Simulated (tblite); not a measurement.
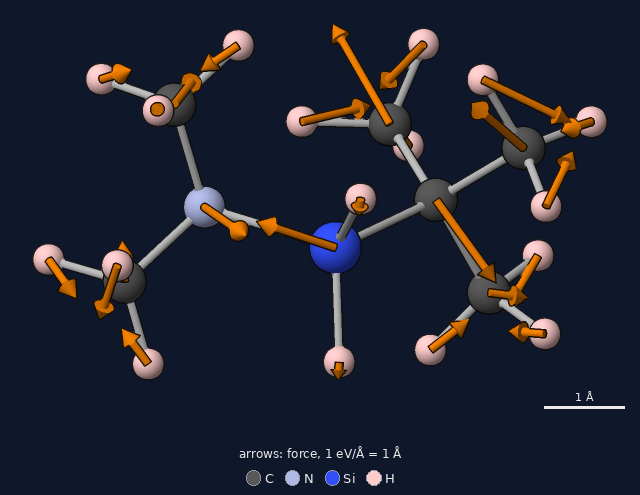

Starting geometry of C₆H₁₇NSi with the computed forces as orange arrows. The picture is a ball-and-stick view, seen at a tilt.

Level of theory: tblite, GFN2-xTB geometry optimisation, gas phase. 

Is this structure relaxed? If not, where do the atoms go?

It isn't relaxed: the largest force vector, on a C atom, is 1.56 eV/Å. The final displacements have little in common with the starting forces (cosine between the two patterns 0.20). The energy falls by 0.877 eV in 256 geometry steps. The largest move after the best rigid fit is that of an H atom, 1.54 Å. Largest moves by element: H 1.54 Å, C 0.50 Å, Si 0.43 Å, N 0.37 Å. Among the contacts that change: N–Si 1.779 → 1.722 Å, C–H 1.130 → 1.088 Å, C–Si 1.880 → 1.915 Å, C–C 1.497 → 1.528 Å. Among the angles between lasting bonds that change: C–N–Si 113.3° → 123.3°, N–Si–H 107.3° → 115.3°, C–C–H 104.5° → 111.8°. Groups turn about C–Si by about 55°, C–C by about 50°.
